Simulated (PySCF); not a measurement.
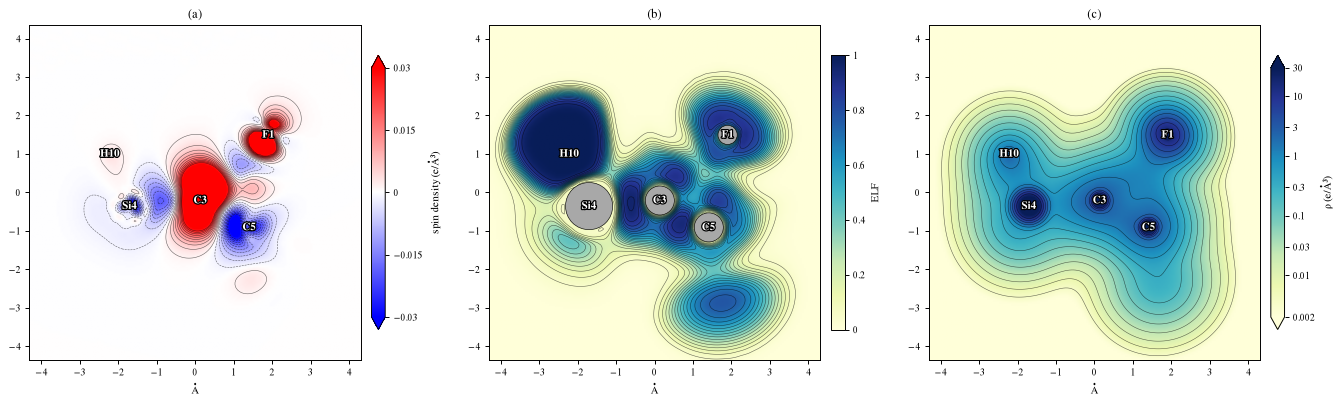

C$_{3}$H$_{5}$ClFSi (doublet). (a) spin density (α minus β); (b) electron localisation function; (c) total electron density on the plane of atoms Si4, C3 and C5. Grey discs cover the atomic cores in the ELF map.

Geometry: GFN2-xTB.

The calculation used UKS B3LYP, pcH-1 on C Cl F H Si, non-relativistic, mean-field spin-orbit, GIAO (PySCF 2.14.0, density-fitted response routines).

```csv
atom,x (Å),y (Å),z (Å)
F,-1.2452,2.1596,-0.4676
C,-0.9671,1.0350,0.2664
C,0.0501,0.0893,-0.2021
Si,1.7982,-0.4825,-0.0507
C,-1.3458,-0.2921,-0.3203
Cl,-2.0162,-1.5519,0.7511
H,-1.0999,1.2552,1.3222
H,2.1049,-1.2608,-1.2503
H,1.9346,-1.3281,1.1414
H,2.6297,0.7114,0.0685
H,-1.8379,-0.3324,-1.2845
```

### What does the map show?

The section cuts through F, C, Si and H sites.
C–C (1.45 Å): ρ at the midpoint is about 1.8 e/Å³; the ELF peaks at about 0.90 between the atoms (a covalent bond).
C–Si (1.85 Å): ρ is about 0.94 e/Å³ halfway; the ELF peaks at about 0.95 between the atoms, as expected for a covalent bond.
Si–H (1.46 Å): ρ at the midpoint is about 0.82 e/Å³; the ELF climbs to about 1 towards the hydrogen, as it does in any bond to H.
The ELF also peaks beside F1, away from the bonds: non-bonding electrons, paired or unpaired.
The unpaired spin (1 electron) lies mostly on C3 (about 0.6), in electrons by Hirshfeld's partition.
